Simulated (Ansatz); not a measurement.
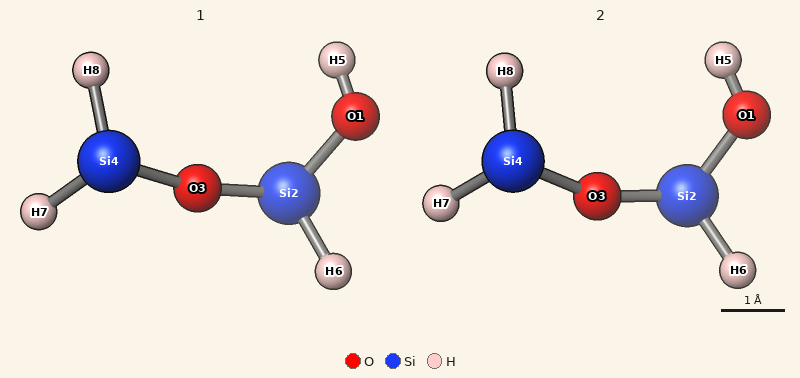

Two geometries of Si₂H₄O₂, drawn at one scale. One is the start of a relaxation, the other its converged end. The picture is a ball-and-stick view, seen from a free direction.

Method: Ansatz, RKS PBE0-D4/def2-TZVP. (force threshold 0.005 eV/Å; at most 150 steps)

Which of the two is the end point?

Answer. Structure 2 is the relaxed one. The start comes from PBE-D4/def2-SVP. Over 17 accepted moves (20 points after the start) the energy falls by 2.29 kcal/mol. The largest force component goes from 0.93 to 0.0041 eV/Å. The line search rejected the trial steps at points 3, 5, 19 of the run. The largest move after the best rigid fit is that of H5, 0.24 Å. By element the largest moves are H 0.24 Å, O 0.15 Å, Si 0.10 Å. Some distances before and after: Si2–O3 1.656 → 1.590 Å, O1–Si2 1.680 → 1.631 Å, Si2–H6 1.506 → 1.481 Å, Si4–H7 1.517 → 1.501 Å. Bond angles that change, for instance: Si2–O3–Si4 168.0° → 159.0°, O3–Si2–H6 109.1° → 113.5°, Si2–O1–H5 116.0° → 119.1°. The run took 70 s on 2 threads of Arm Neoverse V1, on a shared host.
